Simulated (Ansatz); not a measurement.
## Hypothetical CdI2 type CeO2: thickness series

The parent structure is CeO2 in the CdI2 type structure (space group P-3m1, No. 164; a = 3.6017 Å, c = 4.5230 Å; a hypothetical phase, not in the database extracts checked).

Free-standing slabs (3 atom(s) a layer) normal to the stacking axis with 15 Å of vacuum; in-plane cell relaxed.

Calculations: PBE-D3(BJ), PAW, 420 eV (Ansatz, a first-principles code; without spin-orbit coupling), earlier PAW set.

Notes on the quantities. excess energy per area of both faces: slab less bulk energy over the cell's area: twice a surface energy.

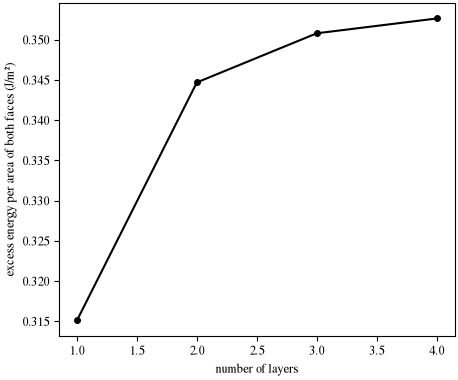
Figure. Excess energy per area of both faces against number of layers

Task: From the plot, what is the excess energy per area of both faces for 1 layer?

Result: About 0.32 J/m².

Task: Is the trend monotonic over the range shown?

Result: Yes, it rises throughout, spanning 0.32 J/m² to 0.35 J/m².

The excess energy carries the mismatch between the slab's and the bulk's meshes. Stability against distortions was not tested. Seeded moments were not kept for the base. The final runs are not spin-polarised.
